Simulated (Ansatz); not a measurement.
## Field-gradient calculation, with input and output: CrGa₂₆P₂₇ (part 1 of 4)

System: CrGa₂₆P₂₇ (defect cell, 54 atoms in the cell).
Method: DFT, PBE, plane-wave PAW, default files, scalar-relativistic, spin-polarised (Ansatz 0.2.0).

The structure derives from an entry of the Crystallography Open Database. It belongs to a series of runs on one base structure; here: Cr on a Ga site, charge +0, host positions.

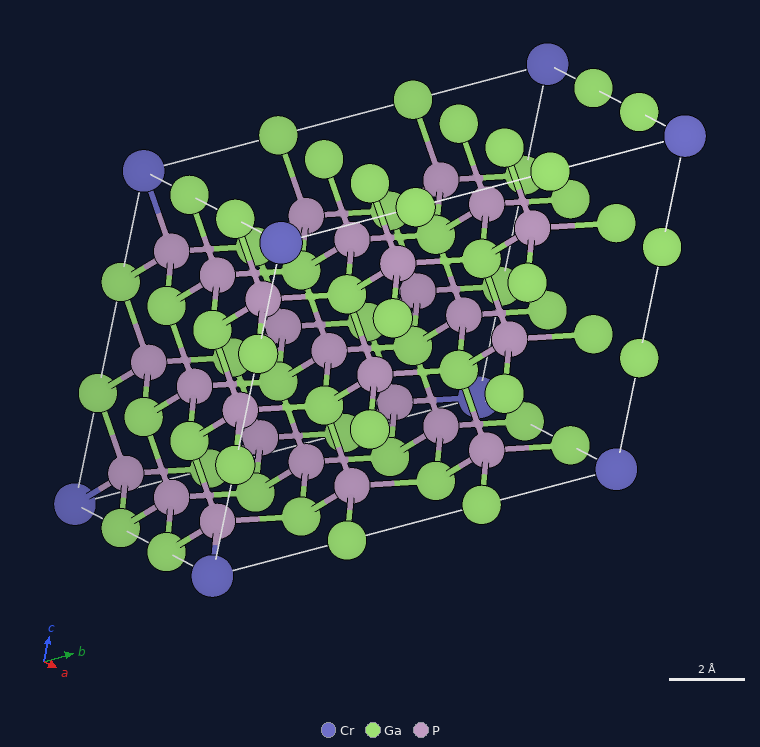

*The structure as given in the input (ball-and-stick view of the cell of the calculation, seen slightly off an axis). An atom can appear more than once, as a periodic image.*

Near neighbours in the periodic cell (some may lie outside the picture): Cr has 4 P at 2.36 Å; Ga has 4 P at 2.36 Å; P has 1 Cr at 2.36 Å and 3 Ga at 2.36 Å; P has 4 Ga at 2.36 Å.

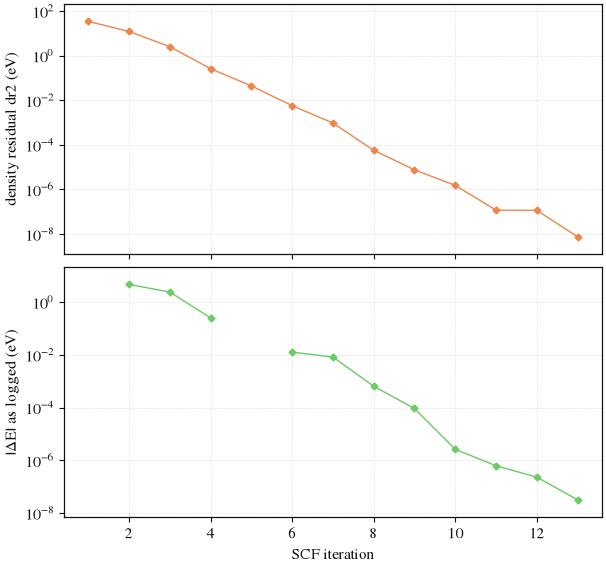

*Convergence of the self-consistent field: density residual dr2 and size of the energy change against the SCF iteration.*

The residual falls at every step.

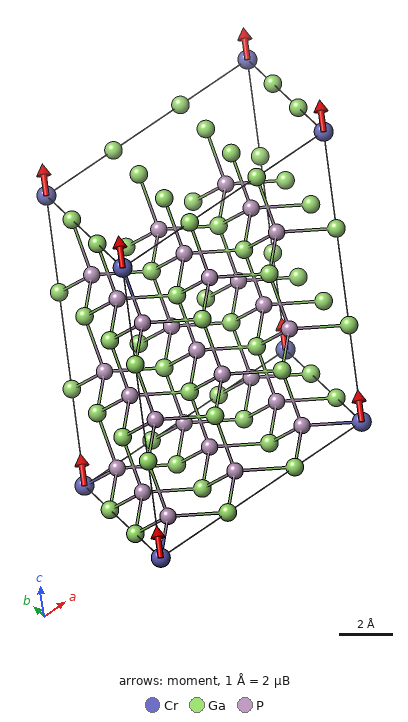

*Magnetic moments of the sites as red arrows (ball-and-stick view of the cell of the calculation, seen slightly off an axis); small moments hardly show. The run is collinear, so the axis drawn is arbitrary.*

Site moments: Cr1 (2.61 μB); P28, P30, P34, P46 (−0.05 μB). They are counted near the atoms and needn't add up to the moment of the cell. Atoms are counted from 1 in the order of the input.

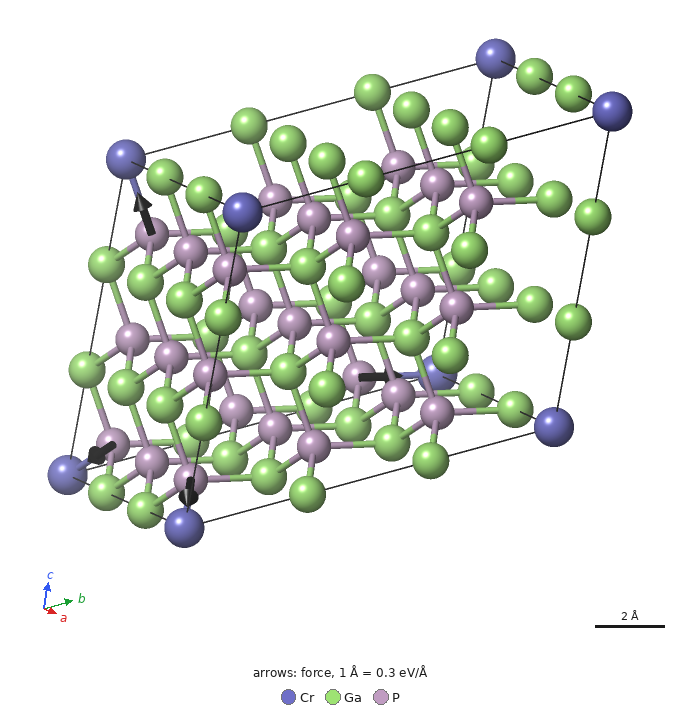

*Forces on the atoms as black arrows (ball-and-stick view of the cell of the calculation, seen slightly off an axis); the smallest are left out.*

The largest act on P28, P30, P34, P46 (0.40 eV/Å). Atoms are counted from 1 in the order of the input and aren't labelled in the picture. The geometry is not a stationary point of this energy.

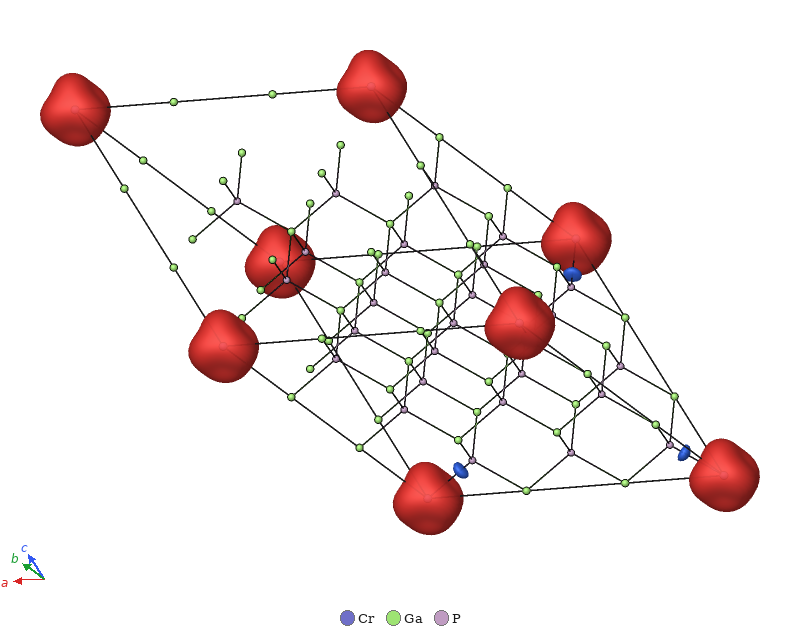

*Isosurfaces of the spin density at +0.04 (red) and −0.04 e/Å³ (blue), seen at an oblique angle. Sticks mark near contacts. The outline is the calculation cell.*

The spin density sits on Cr: +2.6 μB in one cell of 54 atoms: a single local moment. The cell of the calculation (54 atoms) carries 3.0 μB net. In a PAW calculation such maps are meaningful between the atoms, not at the nuclei.

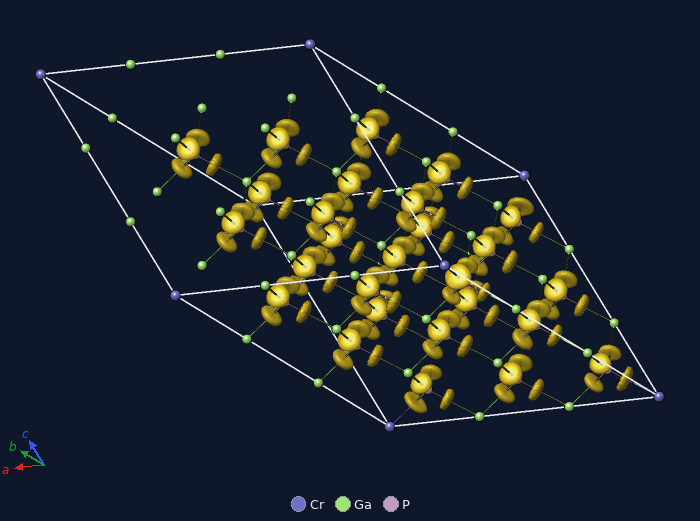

*Isosurface of the electron localisation function at 0.85 (yellow), seen at an oblique angle. Core shells and regions of very low density are left out. Sticks mark near contacts. The outline is the calculation cell.*

The ELF exceeds this value in four lobes of the valence shell of P pointing towards Cr and 104 lobes of the valence shell of P pointing towards Ga, counted in one cell of 54 atoms.  Values along the shortest contacts: Ga–P (2.36 Å): the ELF is about 0.75 at the midpoint. Cr–P (2.36 Å): the ELF is about 0.65 at the midpoint.

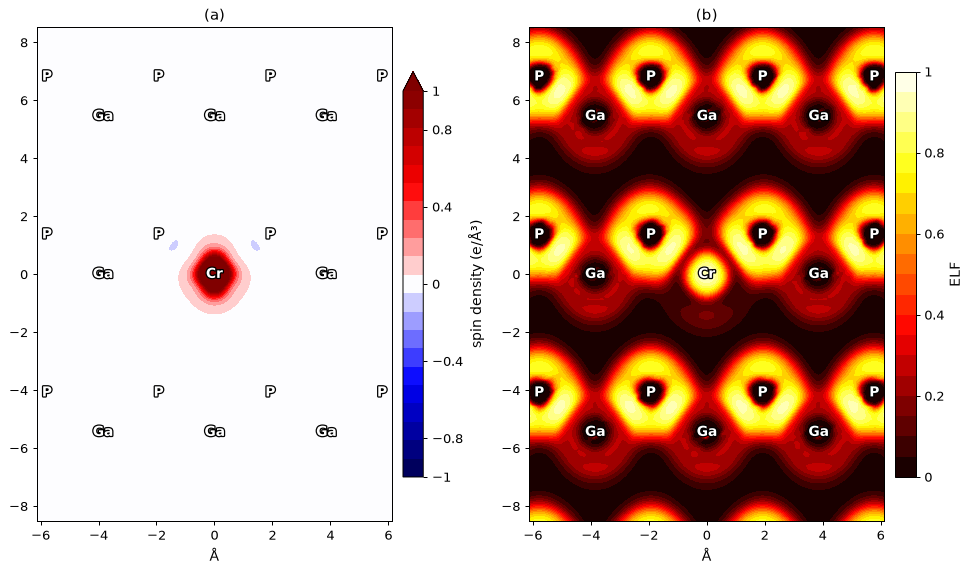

*(a) magnetisation density (up minus down); (b) electron localisation function on the (011̄) plane of the calculation cell.*

Ga–P (2.36 Å): the ELF is about 0.75 at the midpoint. Cr–P (2.36 Å): the ELF is about 0.65 at the midpoint. The strong features right at Cr and Ga lie inside the PAW spheres (semicore, d or f shells) and say nothing about bonding. The spin density sits on Cr: +2.6 μB in one cell of 54 atoms: a single local moment. The cell of the calculation (54 atoms) carries 3.0 μB net.

The input and output of the run follow.

### Input
```yaml
crystal:
  lattice:
    - [0.0, 8.17575, 8.17575]
    - [8.17575, 0.0, 8.17575]
    - [8.17575, 8.17575, 0.0]
  atoms:
    - { symbol: Cr, position: [0.0, 0.0, 0.0], spin: 3.0 }
    - { symbol: Ga, position: [0.0, 0.0, 0.3333333333] }
    - { symbol: Ga, position: [0.0, 0.0, 0.6666666667] }
    - { symbol: Ga, position: [0.0, 0.3333333333, 0.0] }
    - { symbol: Ga, position: [0.0, 0.3333333333, 0.3333333333] }
    - { symbol: Ga, position: [0.0, 0.3333333333, 0.6666666667] }
    - { symbol: Ga, position: [0.0, 0.6666666667, 0.0] }
    - { symbol: Ga, position: [0.0, 0.6666666667, 0.3333333333] }
    - { symbol: Ga, position: [0.0, 0.6666666667, 0.6666666667] }
    - { symbol: Ga, position: [0.3333333333, 0.0, 0.0] }
    - { symbol: Ga, position: [0.3333333333, 0.0, 0.3333333333] }
    - { symbol: Ga, position: [0.3333333333, 0.0, 0.6666666667] }
    - { symbol: Ga, position: [0.3333333333, 0.3333333333, 0.0] }
    - { symbol: Ga, position: [0.3333333333, 0.3333333333, 0.3333333333] }
    - { symbol: Ga, position: [0.3333333333, 0.3333333333, 0.6666666667] }
    - { symbol: Ga, position: [0.3333333333, 0.6666666667, 0.0] }
    - { symbol: Ga, position: [0.3333333333, 0.6666666667, 0.3333333333] }
    - { symbol: Ga, position: [0.3333333333, 0.6666666667, 0.6666666667] }
    - { symbol: Ga, position: [0.6666666667, 0.0, 0.0] }
    - { symbol: Ga, position: [0.6666666667, 0.0, 0.3333333333] }
    - { symbol: Ga, position: [0.6666666667, 0.0, 0.6666666667] }
    - { symbol: Ga, position: [0.6666666667, 0.3333333333, 0.0] }
    - { symbol: Ga, position: [0.6666666667, 0.3333333333, 0.3333333333] }
    - { symbol: Ga, position: [0.6666666667, 0.3333333333, 0.6666666667] }
    - { symbol: Ga, position: [0.6666666667, 0.6666666667, 0.0] }
    - { symbol: Ga, position: [0.6666666667, 0.6666666667, 0.3333333333] }
    - { symbol: Ga, position: [0.6666666667, 0.6666666667, 0.6666666667] }
    - { symbol: P, position: [0.0833333333, 0.0833333333, 0.0833333333] }
    - { symbol: P, position: [0.0833333333, 0.0833333333, 0.4166666667] }
    - { symbol: P, position: [0.0833333333, 0.0833333333, 0.75] }
    - { symbol: P, position: [0.0833333333, 0.4166666667, 0.0833333333] }
    - { symbol: P, position: [0.0833333333, 0.4166666667, 0.4166666667] }
    - { symbol: P, position: [0.0833333333, 0.4166666667, 0.75] }
    - { symbol: P, position: [0.0833333333, 0.75, 0.0833333333] }
    - { symbol: P, position: [0.0833333333, 0.75, 0.4166666667] }
    - { symbol: P, position: [0.0833333333, 0.75, 0.75] }
    - { symbol: P, position: [0.4166666667, 0.0833333333, 0.0833333333] }
    - { symbol: P, position: [0.4166666667, 0.0833333333, 0.4166666667] }
    - { symbol: P, position: [0.4166666667, 0.0833333333, 0.75] }
    - { symbol: P, position: [0.4166666667, 0.4166666667, 0.0833333333] }
    - { symbol: P, position: [0.4166666667, 0.4166666667, 0.4166666667] }
    - { symbol: P, position: [0.4166666667, 0.4166666667, 0.75] }
    - { symbol: P, position: [0.4166666667, 0.75, 0.0833333333] }
    - { symbol: P, position: [0.4166666667, 0.75, 0.4166666667] }
    - { symbol: P, position: [0.4166666667, 0.75, 0.75] }
    - { symbol: P, position: [0.75, 0.0833333333, 0.0833333333] }
    - { symbol: P, position: [0.75, 0.0833333333, 0.4166666667] }
    - { symbol: P, position: [0.75, 0.0833333333, 0.75] }
    - { symbol: P, position: [0.75, 0.4166666667, 0.0833333333] }
    - { symbol: P, position: [0.75, 0.4166666667, 0.4166666667] }
    - { symbol: P, position: [0.75, 0.4166666667, 0.75] }
    - { symbol: P, position: [0.75, 0.75, 0.0833333333] }
    - { symbol: P, position: [0.75, 0.75, 0.4166666667] }
    - { symbol: P, position: [0.75, 0.75, 0.75] }
magnetization:
  spin_polarized: true
kpoints:
  mp_grid: { grid: [2, 2, 2] }
scf:
  occupations: { method: fermi_dirac, width: 0.01 }
hamiltonian:
  xc: pbe
  pseudopotentials: { kind: paw }
output:
  forces: true
  stress: true
  populations: true
  efg:
    quadrupole_moments_barn: { Cr: -0.15, Ga: 0.107 }
    contact_densities: true
  write_density: true
  write_potential: true
  elf: true
  volumetric_format: npy
```

Run as:
```bash
ansatz run input.yaml --threads 4 --pin off --max-ram 10240MiB --backend cpu --events-out ev --progress --plain --runs-dir out
```

### Log
```
Engine: ansatz 0.2.0, aarch64-unknown-linux-gnu
Pseudopotentials: kind: paw
Pseudopotential: Cr, paw, valence charge 14, recommended cutoff 420 eV (normal), Cr.paw.azcp
Pseudopotential: Ga, paw, valence charge 13, recommended cutoff 420 eV (normal), Ga.paw.azcp
Pseudopotential: P, paw, valence charge 5, recommended cutoff 420 eV (normal), P.paw.azcp
Functional definition: PBE
  parameter kappa = 0.804
  parameter beta = 0.06672455060314922
  exchange = pbe_x(kappa = kappa, mu = beta*pi^2/3)
  correlation = pbe_c(beta = beta)
Crystal: 54 atoms, lattice volume = 1092.981 Å³
Basis set: ecut = 420 eV, 21331 PW (Γ), exchange–correlation on 160×160×160 points (8 copies of the dense FFT grid, shifted against one another)
Bands: 299, of which v1, the nominal top of the filled ones, is band 244 counted from 1 (243 counted from 0)
Symmetry: 24 space group operations
Space group: F-43m (ITA 216), of the structure as read, at distance tolerance 1.0e-4 Å
Magnetic group: BNS 216.74 (UNI 1576), of the structure as read, at distance tolerance 1.0e-4 Å
k-points: 3 of 8
Non-local potential: Cr, projectors of the file, l = 0: 3, l = 1: 2, l = 2: 3, l = 3: 1
Non-local potential: Ga, projectors of the file, l = 0: 2, l = 1: 2, l = 2: 3, l = 3: 1
Non-local potential: P, projectors of the file, l = 0: 2, l = 1: 2, l = 2: 2
PAW form: soft (Blöchl's): semilocal exchange-correlation on the pseudo side does not see the compensation charge
PAW one-centre angular grid: Cr, 590 points (default); XC on 64 Gauss nodes
PAW one-centre angular grid: Ga, 590 points (default); XC on 64 Gauss nodes
PAW one-centre angular grid: P, 110 points (default); XC on 64 Gauss nodes
Initial density: superposition of atomic densities (chi_scale 0.1, normalization cell)
Starting moments: Σ|m| = 3 μB on 1 of 54 sites
Initial wavefunctions: pseudopotential atomic-orbital guess
Functional: x = pbe(κ = 0.804, μ = 0.2195149727645171), c = pbe(β = 0.06672455060314922)
```
